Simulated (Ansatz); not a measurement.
# A hypothetical structure for YAlBMo, part 2 of 2

This structure for YAlBMo is made up. Its elements were placed in a known structure type with a cell scaled to their sizes. What cell does the guess relax to, and how far off was it?

Ansatz 0.2.0; DFT, PBE, plane-wave PAW, default files, scalar-relativistic, no spin, cell and ions relaxed at zero pressure (the session's first sound run).

So far: Starting point; Relaxation of the guess. The relaxed cell has a, b, c = 3.631, 3.500, 10.358 Å (conventional setting).

## 3. Bands of the relaxed cell

With the geometry fixed, one more self-consistent run, with a narrower smearing and the mesh shown in its input, gives the bands, and its pressure, and its forces where symmetry allows any, show how far the geometry depends on these settings.

This step: DFT, PBE, plane-wave PAW, default files, scalar-relativistic, no spin, bands and density of states at the relaxed cell (Ansatz 0.2.0).

Contents of input.yaml:

```yaml
crystal:
  lattice:
    - [3.6312369862, 0.0, 0.0]
    - [0.0, 1.7498610471, 5.1792402543]
    - [0.0, -1.7498610471, 5.1792402543]
  atoms:
    - { symbol: Mo, position: [0.5, 0.8739819945, 0.8739819945] }
    - { symbol: "Y", position: [0.0, 0.150780477, 0.150780477] }
    - { symbol: Al, position: [0.0, 0.4258671042, 0.4258671042] }
    - { symbol: B, position: [0.5, 0.5391704243, 0.5391704243] }
kpoints:
  mp_grid: { grid: [8, 10, 10] }
  band_path:
    path:
      - [[0.0, 0.0, 0.0], [0.0, 0.27853744, -0.27853744], [0.0, 0.0, -0.5], [-0.5, 0.0, -0.5], [-0.5, 0.27853744, -0.27853744], [-0.5, 0.0, 0.0], [0.0, 0.0, 0.0], [0.0, -0.5, -0.5], [0.0, -0.27853744, -0.72146256], [-0.5, -0.27853744, -0.72146256], [-0.5, -0.5, -0.5], [0.0, -0.5, -0.5]]
      - [[-0.5, 0.0, 0.0], [-0.5, -0.5, -0.5]]
    npoints: 6
scf:
  occupations: { method: fermi_dirac, width: 0.03 }
  n_extra_bands: 8
hamiltonian:
  xc: pbe
  pseudopotentials: { kind: paw }
output:
  forces: true
  stress: true
  write_bands: true
  dos: { projected: true }
  write_density: true
  write_potential: true
  elf: true
  volumetric_format: npy
```

Started as:

```console
$ ansatz run input.yaml --threads 4 --pin off --max-ram 8192MiB --backend cpu --events-out ev --progress --plain --runs-dir out
```

Numbers of over 12 decimals in the logs are rounded to 6 here.

Output:

```text
[...]
Crystal: 4 atoms, lattice volume = 65.819 Å³
Basis set: ecut = 420 eV, 1261 PW (Γ), exchange–correlation on 50×80×80 points (8 copies of the dense FFT grid, shifted against one another)
Bands: 24, of which v1, the nominal top of the filled ones, is band 16 counted from 1 (15 counted from 0)
Symmetry: 4 space group operations
[...]
k-points: 155 of 800 (time reversal used)
[...]
SCF iter   1: F=—  HF=-9498.647798 eV  |F-HF|=—  |Δ(HF+E_count)|=         —  Δρ=4.63e-3  dr2=2.08e-2  ethr=1.77e-3  ⟨swp⟩=6.0  Hψ=17371  notcnv=0  defer=14
[...]
SCF iter   6: F=-9498.646256 eV  HF=-9498.646256 eV  |F-HF|=1.49e-8  |Δ(HF+E_count)|=   9.54e-9  Δρ=5.63e-6  dr2=3.42e-8  ethr=3.23e-10  ⟨swp⟩=11.3  Hψ=22099  notcnv=0
SCF 1 converged in 6 iterations: F = -9498.646256 eV  dr2 = 3.42e-8
[...]
NSCF: frozen V_eff on 74 k-points
SCF converged after 6 iterations
Free energy (F): -9498.646256 eV
[...]
Internal energy: -9498.640953 eV  (E = F + TS)
E sigma→0 (E₀):  -9498.643605 eV
Entropy (-TS):   -0.005303 eV (-1.326 meV/atom)
Fermi energy:    12.081018 eV
[...]
--- Forces (eV/Å), atoms counted from 1 ---
  atom   1  Mo     0.00000000     0.00000000    -0.01941103
  atom   2  Y      0.00000000    -0.00000000     0.02056659
  atom   3  Al     0.00000000    -0.00000000     0.00862830
  atom   4  B      0.00000000     0.00000000    -0.00978363
  max |Σ_I F_I| component: 2.35e-7 eV/Å
--- Stress (GPa, compression-positive) ---
       -0.134946      -0.000000      -0.000000
       -0.000000      -0.010671      -0.000000
       -0.000000      -0.000000       0.111475
  P = ⅓ Tr σ = -0.0114 GPa (-0.114 kbar)
--- Band table (eV; the first three rows and the last of 155) ---
  k-point 0: bands = [... 12 lower, 10.7380, 10.7591, 12.2805, 12.4274, 13.4433, 13.8020, 13.9370, 16.2394, ... 4 higher]
  k-point 1: bands = [... 12 lower, 10.4055, 11.2722, 11.9927, 12.5983, 13.4985, 13.6690, 13.8141, 16.4033, ... 4 higher]
  k-point 2: bands = [... 12 lower, 10.3219, 11.4414, 11.6803, 12.6119, 13.3454, 13.6332, 13.8608, 16.6189, ... 4 higher]
  k-point 154: bands = [... 12 lower, 10.9285, 11.1951, 11.3978, 12.0683, 13.5774, 13.7282, 14.4285, 14.5789, ... 4 higher]
```

Run time: 8.4 s. Hardware: 4 threads of Arm Neoverse V2, shared host; peak memory 0.57 GiB; 33 s of CPU time.

This step gave:

```
free energy             : -9498.6463 eV
energy at zero smearing : -9498.6436 eV
smearing term TS        : 0.005303 eV
Fermi energy            : 12.08 eV
pressure                : -0.01138 GPa
```

bands.tsv at the labelled points (eV, zero at the Fermi level; the bands that come nearest the Fermi level along the path):

```
point  band 12  band 13  band 14  band 15  band 16  band 17  band 18  band 19
    Γ    -1.69    -1.34    -1.32     0.20     0.35     1.36     1.72     1.86
    X    -2.44    -1.88    -1.13    -0.04     0.28     0.95     1.16     1.96
    S    -2.42    -1.87    -1.39    -0.11     0.39     0.86     1.38     1.84
    R    -2.23    -1.90    -1.53    -0.60    -0.46     1.60     1.73     3.94
    A    -2.45    -1.93    -1.43    -0.54    -0.36     1.55     1.69     3.71
    Z    -1.66    -1.38    -1.33    -0.95    -0.33     1.42     2.36     3.23
    Γ    -1.69    -1.34    -1.32     0.20     0.35     1.36     1.72     1.86
    Y    -1.64    -1.43    -1.43     0.16     0.17     1.20     1.21     3.04
   X1    -2.44    -1.88    -1.13    -0.04     0.28     0.95     1.16     1.96
   A1    -2.45    -1.93    -1.43    -0.54    -0.36     1.55     1.69     3.71
    T    -2.71    -1.15    -0.89    -0.68    -0.01     1.50     1.65     2.35
    Y    -1.64    -1.43    -1.43     0.16     0.17     1.20     1.21     3.04
    Z    -1.66    -1.38    -1.33    -0.95    -0.33     1.42     2.36     3.23
    T    -2.71    -1.15    -0.89    -0.68    -0.01     1.50     1.65     2.35
```

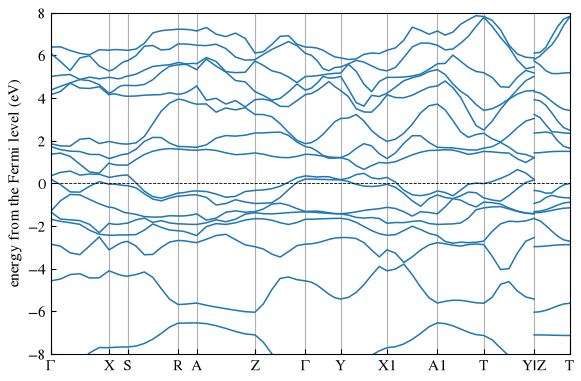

Bands along the path. 8 bands lie wholly below the window drawn.

States per cell as run, both spins, in windows of 1 eV, from dos.tsv (zero at the Fermi level):

```csv
from,to,total
-8,-7,1.12
-7,-6,0.26
-6,-5,0.65
-5,-4,1.34
-4,-3,1.26
-3,-2,2.32
-2,-1,4.18
-1,0,3.26
0,1,1.15
1,2,2.97
2,3,2.38
3,4,1.73
4,5,2.81
```

A further 16.6 states lie below the table's range.

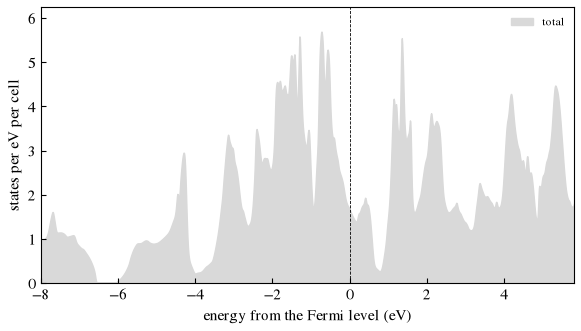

Total density of states, smoothed over about 0.04 eV.

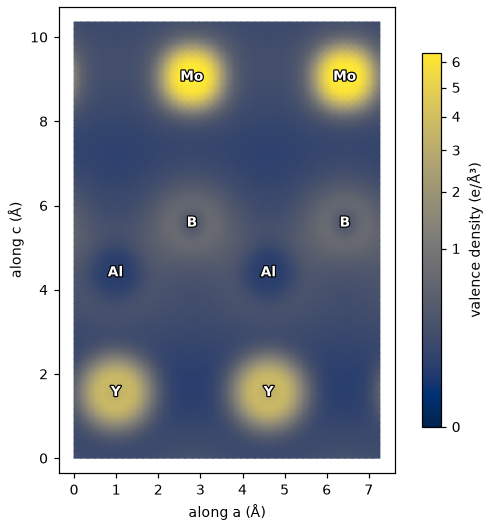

Valence density in the ac plane of the conventional cell at fractional y = 0.000, with atoms of Mo and Y and Al and B within 0.2 Å of it. It is the smooth field of the valence electrons, not physical close to the nuclei. The map starts off the cell's origin, so that atoms lie inside it. The colour scale is stretched toward low values.

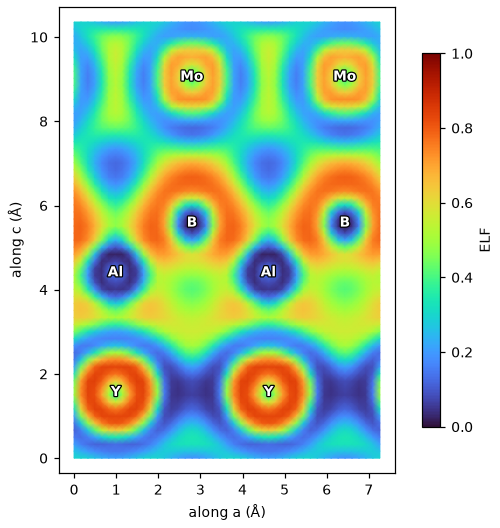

ELF in the ac plane of the conventional cell at fractional y = 0.000, with atoms of Mo and Y and Al and B within 0.2 Å of it. It is the smooth field of the valence electrons, not physical close to the nuclei. The map starts off the cell's origin, so that atoms lie inside it.

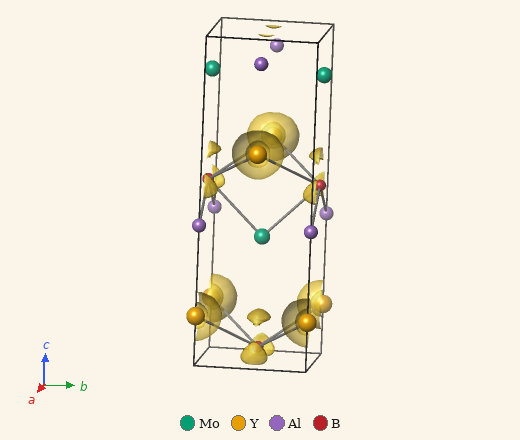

Surface of ELF = 0.77. Bonds to atoms that aren't drawn are left out.

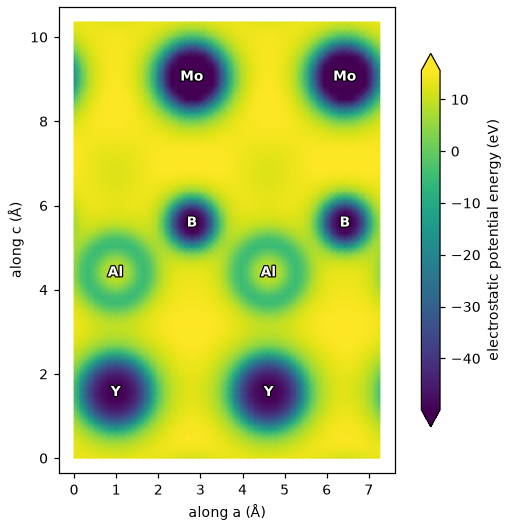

Electrostatic potential energy in the ac plane of the conventional cell at fractional y = 0.000, with atoms of Mo and Y and Al and B within 0.2 Å of it. With pseudopotentials it is smooth inside the atoms' cores, unlike the true potential. The map starts off the cell's origin, so that atoms lie inside it.

## 4. Results

```
space group, relaxed : Amm2
conventional cell    : a = 3.631, b = 3.500, c = 10.358 Å; α = 90.0°, β = 90.0°, γ = 90.0°
volume per atom      : 16.45 Å³ (guess 15.51)
```

**Reading.** YAlBMo relaxes to Amm2 with a = 3.631, b = 3.500 and c = 10.358 Å. The guessed volume was 6 % too small. The space group Amm2 was held in the relaxation, so the end point is a stationary structure within it and may be a saddle against distortions or other arrangements. Bands cross the Fermi level, so it is a metal or semimetal at this level. The electron count is odd, which forces that without spin polarisation or a larger cell. On the 8×10×10 mesh with the narrower smearing (relaxed on 8×8×8) the largest force component is 0.021 eV/Å and the largest stress component is 0.135 GPa, against the relaxation's thresholds of 0.015 eV/Å and 0.05 GPa. The cutoff wasn't tested. A vector of the cell changed its length by 9 %, more than the volume shows. No dispersion term is used, so weakly bound directions may come out too long. The runs have no spin, and magnetism wasn't tested. Nothing here tests whether the compound is stable against decomposition.

[Logs are printed without paths, hosts, clocks, repeated set-up lines and the standing remarks that a program may print on its own settings, such as how far it seeks lower states.]

[Hosts, paths, dates, database ids (printed as entryN), source tags and the programs' standing remarks are cut or masked in the printed files.]
